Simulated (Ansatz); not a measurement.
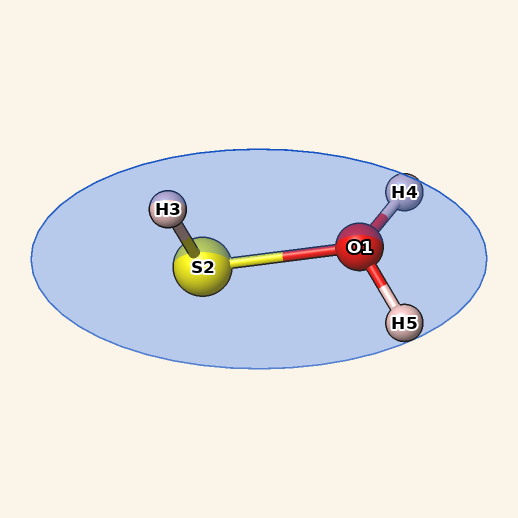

A disc through the centre of mass is drawn in. Atoms fade into the background with distance from the viewer. The species has charge +1 and is a spin singlet. The geometry was computed by an optimisation with PBE0-D4/def2-TZVP. No frequency run is at hand to confirm it as a minimum.

Is the plane of the disc a mirror plane of the structure?

Yes. The reflection leaves O1, S2, H3 in place and moves H4 ↔ H5. The point group is Cs.
